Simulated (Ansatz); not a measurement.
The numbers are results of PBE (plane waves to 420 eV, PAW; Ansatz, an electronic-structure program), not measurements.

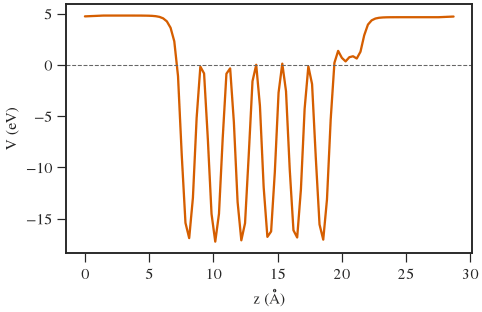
Electrostatic potential energy of an electron, averaged over planes parallel to the surface, in eV from the Fermi level, for a constructed model of the (111) surface of fcc Cu, p(2x2) layer of I, one a cell, on the site that continues the host's stacking (bottom of the slab: a bare face, its two planes held)

Set-up: 25 atoms, 12.9 Å thick at the start with caps and adatoms (thin: gaps and levels are the slab's own); mesh 9x9x1; 0.1 eV smearing; dipole correction on; 8 atoms held, the rest relaxed; start symmetry kept, larger cells not searched; no spin, no spin-orbit, no U. It is one candidate, not shown to be the stable structure of the face.

The vacuum level lies 4.64 eV above the Fermi level over the top face and 4.80 eV above it under the bottom face.
